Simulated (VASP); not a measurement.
# Selenium: what each functional gives, and what it costs, part 4 of 6

How does the gap of Selenium depend on the functional? The start is a cell from a database of measured crystal structures.

VASP 6.6.1, plane waves and PAW; the level of theory is named at each step.

So far, least gap on mesh and path (eV): step 2 (bands, level LDA, k 4×4×3) 0.913; step 6 (bands, level TB-mBJ, k 4×4×3) 1.46; step 7 (bands, level TPSS, k 4×4×3) 1.10; step 8 (bands, level AM05, k 4×4×3) 0.971; step 10 (bands, level HSE06, k 4×4×3) 1.78.

## 11. Bands with r2SCANh, k 4×4×3

This step: r2SCANh; plane waves and PAW (Se) (VASP 6.6.1).

r2SCANh replaces a tenth of the r2SCAN exchange by exact exchange.

File INCAR:

```
SYSTEM = Se
PREC = Accurate
ENCUT = 400
EDIFF = 1E-06
NELM = 100
ISMEAR = 0
SIGMA = 0.02
LREAL = .FALSE.
ALGO = Normal
LHFCALC = .TRUE.
AEXX = 0.1
METAGGA = R2SCAN
LASPH = .TRUE.
NBANDS = 15
PRECFOCK = Fast
HFRCUT = -1
LORBIT = 11
LWAVE = .FALSE.
LCHARG = .FALSE.
KPAR = 4
```

File POSCAR:

```
Se
1.0
    4.3662000000      0.0000000000      0.0000000000
   -2.1831000000      3.7812401180      0.0000000000
    0.0000000000      0.0000000000      4.9536000000
Se
3
Direct
    0.2254000000      0.0000000000      0.3333333333
    0.0000000000      0.2254000000      0.6666666667
    0.7746000000      0.7746000000      0.0000000000
```

File KPOINTS:

```
Automatic mesh
0
Gamma
4 4 3
0 0 0
```

File KPOINTS_OPT:

```
Line mode
6
Line-mode
Reciprocal
  0.00000000   0.00000000   0.00000000 GAMMA
  0.50000000   0.00000000   0.00000000 M

  0.50000000   0.00000000   0.00000000 M
  0.33333333   0.33333333   0.00000000 K

  0.33333333   0.33333333   0.00000000 K
  0.00000000   0.00000000   0.00000000 GAMMA

  0.00000000   0.00000000   0.00000000 GAMMA
  0.00000000   0.00000000   0.50000000 A

  0.00000000   0.00000000   0.50000000 A
  0.50000000   0.00000000   0.50000000 L

  0.50000000   0.00000000   0.50000000 L
  0.33333333   0.33333333   0.50000000 H

  0.33333333   0.33333333   0.50000000 H
  0.00000000   0.00000000   0.50000000 A

  0.50000000   0.00000000   0.50000000 L
  0.50000000   0.00000000   0.00000000 M

  0.33333333   0.33333333   0.00000000 K
  0.33333333   0.33333333   0.50000000 H
```

The projector-augmented-wave data sets are Se (PBE family, release 64).

The run is started by

```console
$ mpirun -np 4 vasp_std
```

Numbers of over 12 decimals in the logs are rounded to 6 here.

The program printed:

```text
[banner, memory and clock lines left out]
running    4 mpi-ranks, on    1 nodes
[...]
[... a notice as in an earlier step ...]

 LDA part: xc-table for (None), standard interpolation
 found WAVECAR, reading the header
 POSCAR, INCAR and KPOINTS ok, starting setup
[...]
HFRCUT set to (new)   9.785969
 reading WAVECAR
 the WAVECAR file was read successfully
 initial charge from wavefunction
 entering main loop
       N       E                     dE             d eps       ncg     rms          rms(c)
DAV:   1    -0.415391552728E+02   -0.41539E+02   -0.54955E-01   270   0.636E+00    0.147E+00
DAV:   2    -0.415446421607E+02   -0.54869E-02   -0.20457E-02   375   0.923E-01    0.889E-01
DAV:   3    -0.415438911123E+02    0.75105E-03   -0.84039E-04   375   0.226E-01    0.512E-01
DAV:   4    -0.415436637894E+02    0.22732E-03   -0.29919E-04   382   0.135E-01    0.281E-01
DAV:   5    -0.415436058721E+02    0.57917E-04   -0.58596E-05   375   0.610E-02    0.159E-01
DAV:   6    -0.415435905111E+02    0.15361E-04   -0.16347E-05   375   0.339E-02    0.899E-02
DAV:   7    -0.415435874265E+02    0.30846E-05   -0.57800E-06   361   0.211E-02    0.507E-02
DAV:   8    -0.415435873639E+02    0.62621E-07   -0.20610E-06   294   0.130E-02
   1 F= -.41543587E+02 E0= -.41543587E+02  d E =-.260014E-27
 Start KPOINTS_OPT (optional k-point list driver)
k-point batch [1-9\54]
       N       E                     dE             ncg
DAV:   1     0.914957712070E+02   -0.25216E+04      270
DAV:   2    -0.701886242683E+03   -0.79338E+03      347
DAV:   3    -0.763525042220E+03   -0.61639E+02      319
DAV:   4    -0.764194466355E+03   -0.66942E+00      368
DAV:   5    -0.764198330256E+03   -0.38639E-02      382
DAV:   6    -0.764198369056E+03   -0.38799E-04      354
DAV:   7    -0.764198369638E+03   -0.58276E-06      299
[...]
k-point batch [46-54\54]
       N       E                     dE             ncg
DAV:   1     0.312782292284E+02   -0.44093E+04      270
DAV:   2    -0.719833798154E+03   -0.75111E+03      354
DAV:   3    -0.776741463353E+03   -0.56908E+02      305
DAV:   4    -0.777406751373E+03   -0.66529E+00      354
DAV:   5    -0.777410816944E+03   -0.40656E-02      368
DAV:   6    -0.777410851422E+03   -0.34478E-04      375
DAV:   7    -0.777410851839E+03   -0.41729E-06      296
```

It took 82 s on 4 MPI ranks of Intel Xeon 6975P-C (Granite Rapids), shared host; peak memory 0.7 GiB; 5.4 min of CPU time.

Parts of OUTCAR (step 11):

```text
 POSITION                                       TOTAL-FORCE (eV/Angst)
 -----------------------------------------------------------------------------------
      0.98414      0.00000      1.65120        -0.164602      0.000000     -0.000000
     -0.49207      0.85229      3.30240         0.082301     -0.142549     -0.000000
      1.69103      2.92895      0.00000         0.082301      0.142549      0.000000
 -----------------------------------------------------------------------------------
    total drift:                               -0.000002     -0.000005      0.000000

  FREE ENERGIE OF THE ION-ELECTRON SYSTEM (eV)
  ---------------------------------------------------
  free  energy   TOTEN  =       -41.5435873639 eV

  energy  without entropy=      -41.5435873639  energy(sigma->0) =      -41.54358736

[... 2 parts as in an earlier step ...]

[... 1 further part left out ...]
[key lines of the parts left out:]
E-fermi :   1.9142
```

The k-mesh is coarse for unscreened exact exchange, which converges slowly with it.

Electronic bands along the path, in eV, zero at the valence-band top; v1 is the highest filled band, c1 the lowest empty one:

| point | v4 | v3 | v2 | v1 | c1 | c2 | c3 | c4 |
| --- | --- | --- | --- | --- | --- | --- | --- | --- |
| Γ | -4.04 | -2.33 | -2.33 | -0.59 | 2.65 | 2.65 | 2.93 | 7.27 |
| M | -3.75 | -3.15 | -1.97 | -1.18 | 2.68 | 3.09 | 4.96 | 6.16 |
| K | -3.08 | -3.08 | -2.90 | -1.85 | 3.84 | 3.84 | 4.55 | 6.82 |
| Γ | -4.04 | -2.33 | -2.33 | -0.59 | 2.65 | 2.65 | 2.93 | 7.27 |
| A | -3.67 | -1.75 | -1.75 | -1.34 | 1.94 | 1.94 | 1.94 | 7.30 |
| L | -4.59 | -2.10 | -1.54 | 0.00 | 2.34 | 3.45 | 3.75 | 7.22 |
| H | -5.36 | -1.14 | -0.29 | -0.29 | 1.72 | 3.50 | 3.50 | 7.60 |
| A | -3.67 | -1.75 | -1.75 | -1.34 | 1.94 | 1.94 | 1.94 | 7.30 |
| jump to L | -4.59 | -2.10 | -1.54 | 0.00 | 2.34 | 3.45 | 3.75 | 7.22 |
| M | -3.75 | -3.15 | -1.97 | -1.18 | 2.68 | 3.09 | 4.96 | 6.16 |
| jump to K | -3.08 | -3.08 | -2.90 | -1.85 | 3.84 | 3.84 | 4.55 | 6.82 |
| H | -5.36 | -1.14 | -0.29 | -0.29 | 1.72 | 3.50 | 3.50 | 7.60 |

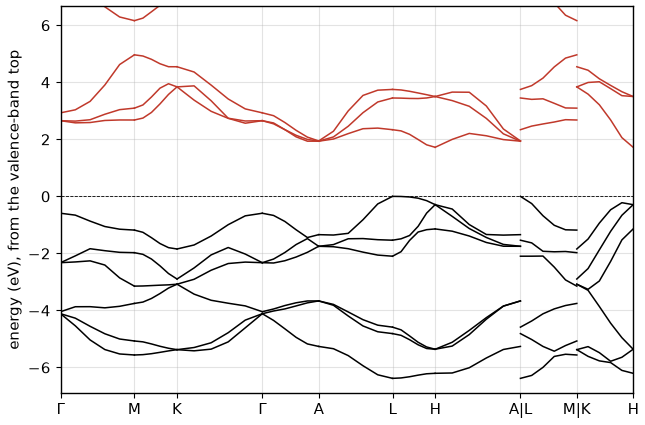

Electronic bands along the path; lines of filled and empty bands in two colours.

The gap is 1.72 eV, indirect, from L to H. Against LDA that is +0.81 eV; this run took 8.5 times the core time, on fewer points of the path.

## 12. Dielectric constant for the exchange share

This step: PBE; plane waves and PAW (Se) (VASP 6.6.1).

The share of exact exchange of the next level is the inverse of the dielectric constant, which this PBE response run supplies.

File INCAR:

```
SYSTEM = Se
PREC = Accurate
ENCUT = 400
EDIFF = 1E-08
NELM = 100
ISMEAR = 0
SIGMA = 0.01
LREAL = .FALSE.
ALGO = Normal
GGA = PE
NBANDS = 15
LORBIT = 11
LWAVE = .FALSE.
LCHARG = .FALSE.
KPAR = 4
LEPSILON = .TRUE.
```

POSCAR is that of step 11.

File KPOINTS:

```
Automatic mesh
0
Gamma
6 6 5
0 0 0
```

The run is started by

```console
$ mpirun -np 4 vasp_std
```

The program printed:

```text
[... set-up lines as in an earlier step ...]
 entering main loop
       N       E                     dE             d eps       ncg     rms          rms(c)
DAV:   1     0.733719242471E+02    0.73372E+02   -0.61704E+03   810   0.803E+02
DAV:   2    -0.599309540827E+01   -0.79365E+02   -0.76072E+02  1113   0.149E+02
DAV:   3    -0.105168833526E+02   -0.45238E+01   -0.45089E+01   943   0.411E+01
DAV:   4    -0.105474569652E+02   -0.30574E-01   -0.30569E-01  1097   0.407E+00
DAV:   5    -0.105476933740E+02   -0.23641E-03   -0.23640E-03   992   0.344E-01    0.704E+00
DAV:   6    -0.104773072233E+02    0.70386E-01   -0.40571E-02   985   0.130E+00    0.433E+00
DAV:   7    -0.104541605774E+02    0.23147E-01   -0.79455E-02   971   0.180E+00    0.209E-01
DAV:   8    -0.104534809562E+02    0.67962E-03   -0.92557E-03   936   0.614E-01    0.112E-01
DAV:   9    -0.104536081740E+02   -0.12722E-03   -0.33551E-04  1139   0.120E-01    0.333E-02
DAV:  10    -0.104536496574E+02   -0.41483E-04   -0.51616E-05   971   0.497E-02    0.748E-03
DAV:  11    -0.104536533546E+02   -0.36972E-05   -0.81259E-06  1111   0.176E-02    0.393E-03
DAV:  12    -0.104536531919E+02    0.16267E-06   -0.17103E-06  1062   0.858E-03    0.200E-03
DAV:  13    -0.104536532089E+02   -0.16935E-07   -0.26427E-07  1104   0.301E-03    0.510E-04
DAV:  14    -0.104536532143E+02   -0.54545E-08   -0.23398E-08   982   0.973E-04
   1 F= -.10453653E+02 E0= -.10453653E+02  d E =-.445489E-63
 Linear response reoptimize wavefunctions to high precision
DAV:   1    -0.104536532323E+02   -0.17974E-07   -0.15092E-09   889   0.247E-04
DAV:   2    -0.104536532323E+02   -0.15007E-10   -0.95312E-11   608   0.715E-05
 Linear response G [H, r] |phi>, progress :
  Direction:   1
       N       E                     dE             d eps       ncg     rms
RMM:   1    -0.822529806920E+02   -0.82253E+02    0.15420E+02  2075   0.749E+01
RMM:   2    -0.752914087121E+02    0.69616E+01   -0.10923E+01  1383   0.198E+01
RMM:   3    -0.754263974806E+02   -0.13499E+00   -0.18510E-01  1417   0.218E+00
RMM:   4    -0.754277649004E+02   -0.13674E-02   -0.55182E-03  1458   0.361E-01
RMM:   5    -0.754277902680E+02   -0.25368E-04   -0.18894E-04  1450   0.549E-02
RMM:   6    -0.754277889524E+02    0.13156E-05   -0.24769E-05  1486   0.108E-02
RMM:   7    -0.754277884755E+02    0.47693E-06   -0.12988E-05  1456   0.242E-03
RMM:   8    -0.754277883770E+02    0.98492E-07   -0.90261E-06  1355   0.107E-03
RMM:   9    -0.754277883156E+02    0.61397E-07    0.10276E-06  1122   0.816E-04
RMM:  10    -0.754277883490E+02   -0.33396E-07    0.19076E-05  1001   0.783E-04
RMM:  11    -0.754277880630E+02    0.28606E-06    0.71548E-06   937   0.777E-04
RMM:  12    -0.754277879423E+02    0.12070E-06    0.19211E-05   851   0.777E-04
 Linear response G [H, r] |phi>, progress :
  Direction:   2
       N       E                     dE             d eps       ncg     rms
RMM:   1    -0.801877971625E+02   -0.80188E+02    0.16219E+02  2064   0.744E+01
RMM:   2    -0.743563772872E+02    0.58314E+01   -0.10484E+01  1375   0.198E+01
RMM:   3    -0.744843882385E+02   -0.12801E+00   -0.17887E-01  1419   0.219E+00
RMM:   4    -0.744858255136E+02   -0.14373E-02   -0.49742E-03  1453   0.355E-01
RMM:   5    -0.744858645696E+02   -0.39056E-04   -0.13582E-04  1456   0.543E-02
RMM:   6    -0.744858659843E+02   -0.14147E-05   -0.18230E-06  1471   0.103E-02
RMM:   7    -0.744858660359E+02   -0.51576E-07    0.23156E-06  1452   0.213E-03
RMM:   8    -0.744858660466E+02   -0.10741E-07   -0.28320E-06  1342   0.799E-04
RMM:   9    -0.744858660859E+02   -0.39304E-07    0.11951E-05  1117   0.558E-04
RMM:  10    -0.744858660172E+02    0.68689E-07    0.50178E-06   969   0.524E-04
RMM:  11    -0.744858659630E+02    0.54209E-07   -0.74121E-06   913   0.522E-04
RMM:  12    -0.744858660518E+02   -0.88727E-07   -0.10212E-05   830   0.522E-04
 Linear response G [H, r] |phi>, progress :
  Direction:   3
       N       E                     dE             d eps       ncg     rms
RMM:   1    -0.975487343266E+02   -0.97549E+02   -0.79784E+01  2064   0.711E+01
RMM:   2    -0.742330641710E+02    0.23316E+02   -0.13460E+01  1352   0.210E+01
RMM:   3    -0.742918194727E+02   -0.58755E-01   -0.25604E-01  1379   0.240E+00
RMM:   4    -0.742923792652E+02   -0.55979E-03   -0.65050E-03  1438   0.401E-01
RMM:   5    -0.742923863762E+02   -0.71110E-05   -0.21499E-04  1437   0.612E-02
RMM:   6    -0.742923841533E+02    0.22229E-05   -0.14625E-05  1463   0.116E-02
RMM:   7    -0.742923831712E+02    0.98203E-06    0.18455E-06  1443   0.218E-03
RMM:   8    -0.742923830686E+02    0.10268E-06    0.25531E-06  1361   0.669E-04
RMM:   9    -0.742923831155E+02   -0.46988E-07    0.80226E-06  1127   0.386E-04
RMM:  10    -0.742923830483E+02    0.67247E-07    0.58327E-06   924   0.353E-04
RMM:  11    -0.742923830119E+02    0.36372E-07    0.42280E-05   839   0.353E-04
RMM:  12    -0.742923831205E+02   -0.10853E-06    0.40739E-05   754   0.351E-04
 Linear response to external field (no local field effect), progress :
  Direction:   1
       N       E                     dE             d eps       ncg     rms          rms(c)
RMM:   1    -0.195609695566E+01   -0.19561E+01   -0.10937E+01  1804   0.505E+00
RMM:   2    -0.212713785164E+01   -0.17104E+00   -0.47892E-02  1381   0.112E+00
RMM:   3    -0.212796922869E+01   -0.83138E-03   -0.10687E-03  1359   0.121E-01
RMM:   4    -0.212799161148E+01   -0.22383E-04   -0.26502E-05  1422   0.201E-02
RMM:   5    -0.212799202809E+01   -0.41660E-06   -0.13361E-06  1401   0.296E-03
RMM:   6    -0.212799201393E+01    0.14157E-07   -0.16297E-07  1298   0.542E-04
RMM:   7    -0.212799200958E+01    0.43477E-08   -0.87755E-08   981   0.142E-04
 change of polarisation eV/A/(eV/A) component  1 :     4.256    -0.067     0.154
 dielectric tensor                  component  1 :    10.417    -0.149     0.341
 Linear response to external field (no local field effect), progress :
  Direction:   2
       N       E                     dE             d eps       ncg     rms          rms(c)
RMM:   1    -0.211343075495E+01   -0.21134E+01   -0.12692E+01  1787   0.497E+00
RMM:   2    -0.233202946198E+01   -0.21860E+00   -0.55552E-02  1374   0.112E+00
RMM:   3    -0.233317820620E+01   -0.11487E-02   -0.13789E-03  1367   0.125E-01
RMM:   4    -0.233321165860E+01   -0.33452E-04   -0.37315E-05  1430   0.209E-02
RMM:   5    -0.233321235718E+01   -0.69858E-06   -0.22243E-06  1394   0.314E-03
RMM:   6    -0.233321232760E+01    0.29588E-07   -0.26299E-07  1284   0.561E-04
RMM:   7    -0.233321231135E+01    0.16249E-07   -0.41066E-08   978   0.131E-04
RMM:   8    -0.233321230789E+01    0.34588E-08    0.17821E-08   830   0.730E-05
 change of polarisation eV/A/(eV/A) component  2 :    -0.061     4.666    -1.604
 dielectric tensor                  component  2 :    -0.134    11.325    -3.549
 Linear response to external field (no local field effect), progress :
  Direction:   3
       N       E                     dE             d eps       ncg     rms          rms(c)
RMM:   1    -0.303255102901E+01   -0.30326E+01   -0.19382E+01  1752   0.587E+00
RMM:   2    -0.323239204223E+01   -0.19984E+00   -0.90102E-02  1377   0.131E+00
RMM:   3    -0.323458403737E+01   -0.21920E-02   -0.21352E-03  1348   0.157E-01
RMM:   4    -0.323462973525E+01   -0.45698E-04   -0.57130E-05  1417   0.248E-02
RMM:   5    -0.323463081126E+01   -0.10760E-05   -0.16537E-06  1394   0.373E-03
RMM:   6    -0.323463087229E+01   -0.61034E-07   -0.14584E-08  1288   0.632E-04
RMM:   7    -0.323463087743E+01   -0.51395E-08    0.28823E-08   941   0.133E-04
 change of polarisation eV/A/(eV/A) component  3 :     0.152    -1.607     6.469
 dielectric tensor                  component  3 :     0.336    -3.556    15.314
 Linear response to external field, progress :
  Direction:   1
       N       E                     dE             d eps       ncg     rms          rms(c)
RMM:   1    -0.203412768072E+01   -0.20341E+01   -0.11808E+01  3660   0.502E+00
RMM:   2    -0.222961221013E+01   -0.19548E+00   -0.50230E-02  2808   0.110E+00    0.321E+00
RMM:   3    -0.196207125181E+01    0.26754E+00   -0.41175E-01  2814   0.257E+00    0.139E+00
RMM:   4    -0.198206049358E+01   -0.19989E-01   -0.25315E-02  2876   0.778E-01    0.725E-01
RMM:   5    -0.203161112211E+01   -0.49551E-01   -0.11952E-02  2805   0.587E-01    0.153E-01
RMM:   6    -0.205124928186E+01   -0.19638E-01   -0.14175E-04  2853   0.169E-01    0.354E-02
RMM:   7    -0.205284735641E+01   -0.15981E-02    0.52918E-05  2935   0.406E-02    0.131E-02
RMM:   8    -0.205408238412E+01   -0.12350E-02    0.32144E-05  2745   0.215E-02    0.201E-03
RMM:   9    -0.205425122192E+01   -0.16884E-03    0.39680E-07  3026   0.397E-03    0.105E-03
RMM:  10    -0.205429640714E+01   -0.45185E-04    0.51558E-06  2948   0.165E-03    0.279E-04
RMM:  11    -0.205429633644E+01    0.70697E-07    0.63892E-07  2996   0.543E-04    0.673E-05
RMM:  12    -0.205429961287E+01   -0.32764E-05    0.26368E-07  2580   0.138E-04    0.273E-05
RMM:  13    -0.205429917969E+01    0.43318E-06   -0.38058E-07  1992   0.972E-05    0.470E-06
 change of polarisation eV/A/(eV/A) component  1 :     3.847    -0.270     0.231
 dielectric tensor                  component  1 :     9.512    -0.598     0.510
 Linear response to external field, progress :
  Direction:   2
       N       E                     dE             d eps       ncg     rms          rms(c)
RMM:   1    -0.203424037500E+01   -0.20342E+01   -0.11809E+01  6111   0.501E+00
RMM:   2    -0.222962129605E+01   -0.19538E+00   -0.50663E-02  4684   0.111E+00    0.321E+00
RMM:   3    -0.196190568309E+01    0.26772E+00   -0.40984E-01  4710   0.257E+00    0.139E+00
RMM:   4    -0.198203126624E+01   -0.20126E-01   -0.25161E-02  4806   0.779E-01    0.725E-01
RMM:   5    -0.203161050646E+01   -0.49579E-01   -0.12055E-02  4711   0.587E-01    0.153E-01
RMM:   6    -0.205125892472E+01   -0.19648E-01   -0.45863E-04  4771   0.169E-01    0.354E-02
RMM:   7    -0.205282883867E+01   -0.15699E-02   -0.22660E-05  4917   0.405E-02    0.131E-02
RMM:   8    -0.205405514737E+01   -0.12263E-02    0.56761E-06  4587   0.215E-02    0.201E-03
RMM:   9    -0.205422159496E+01   -0.16645E-03    0.71491E-08  5085   0.397E-03    0.105E-03
RMM:  10    -0.205426686392E+01   -0.45269E-04   -0.10632E-06  4919   0.164E-03    0.277E-04
RMM:  11    -0.205426678651E+01    0.77411E-07   -0.12104E-07  5026   0.542E-04    0.664E-05
RMM:  12    -0.205426997397E+01   -0.31875E-05    0.49470E-07  4310   0.137E-04    0.275E-05
RMM:  13    -0.205426959053E+01    0.38344E-06   -0.52864E-08  3338   0.943E-05    0.458E-06
 change of polarisation eV/A/(eV/A) component  2 :     0.001     3.847     0.000
 dielectric tensor                  component  2 :     0.002     9.512     0.000
 Linear response to external field, progress :
  Direction:   3
       N       E                     dE             d eps       ncg     rms          rms(c)
RMM:   1    -0.303253198337E+01   -0.30325E+01   -0.19382E+01  2332   0.587E+00
RMM:   2    -0.323238726040E+01   -0.19986E+00   -0.90032E-02  1831   0.131E+00    0.297E+00
RMM:   3    -0.308063898993E+01    0.15175E+00   -0.13369E-01  1836   0.186E+00    0.148E+00
RMM:   4    -0.315847411043E+01   -0.77835E-01   -0.95069E-02  1834   0.165E+00    0.257E-01
RMM:   5    -0.319445313561E+01   -0.35979E-01   -0.31504E-03  1856   0.367E-01    0.499E-02
RMM:   6    -0.319586417130E+01   -0.14110E-02   -0.47411E-05  1843   0.431E-02    0.332E-02
RMM:   7    -0.319890063765E+01   -0.30365E-02   -0.46415E-05  1835   0.475E-02    0.333E-03
RMM:   8    -0.319905618825E+01   -0.15555E-03    0.32914E-07  1952   0.506E-03    0.185E-03
RMM:   9    -0.319911748121E+01   -0.61293E-04    0.14855E-07  1823   0.355E-03    0.293E-04
RMM:  10    -0.319911145293E+01    0.60283E-05   -0.25592E-07  1993   0.586E-04    0.128E-04
RMM:  11    -0.319911369723E+01   -0.22443E-05   -0.47132E-07  1746   0.282E-04    0.270E-05
RMM:  12    -0.319911238041E+01    0.13168E-05   -0.60867E-07  1406   0.767E-05    0.141E-05
RMM:  13    -0.319911161824E+01    0.76217E-06    0.61350E-08   869   0.531E-05    0.323E-06
 change of polarisation eV/A/(eV/A) component  3 :     0.068    -0.703     5.986
 dielectric tensor                  component  3 :     0.150    -1.556    14.245
 Born effective charges drift removed
```

It took 33 s on 4 MPI ranks; peak memory 1.1 GiB.

(Continued in part 5 of 6.)

[Lines on the potential files, build, host, timing and source positions are cut from VASP's logs without a mark.]

[Logs are printed without paths, hosts, clocks, repeated set-up lines and the standing remarks that a program may print on its own settings, such as how far it seeks lower states.]

[Hosts, paths, dates, database ids (printed as entryN), source tags and the programs' standing remarks are cut or masked in the printed files.]

[Measured values are set beside computed ones only where the two were judged alike; some that the calculation misses by far are left out.]
